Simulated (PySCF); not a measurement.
Ga(Cl)(Et)(Vi), SMILES C=[CH][Ga]([Cl])[CH2]C at its CAM-B3LYP/def2-SVP optimised geometry (Å):

```
14

Ga    -0.7140    -0.8294     0.0000
Cl    -1.6754    -2.7744     0.0019
C      1.2499    -0.8294     0.0000
C      1.9136    -2.2054    -0.0165
H      1.5693    -0.2500     0.8836
H      1.5710    -0.2279    -0.8680
H      1.6281    -2.7848    -0.9070
H      1.6235    -2.8082     0.8569
H      3.0122    -2.1240    -0.0127
C     -1.9290     0.6864     0.0000
C     -1.4864     1.9482    -0.0021
H     -3.0122     0.5180     0.0013
H     -2.1667     2.8082    -0.0024
H     -0.4183     2.1947    -0.0036
```

Level of theory: CAM-B3LYP/def2-TZVP (PySCF).

Map of the LUMO amplitude (bohr^(-3/2)) on the plane z = 1.5 Å; orbital energy -0.51 eV, overall sign arbitrary:

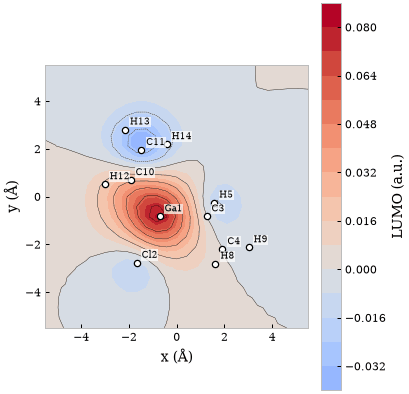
LUMO amplitude (bohr^(-3/2)) on the plane z = 1.5 Å.
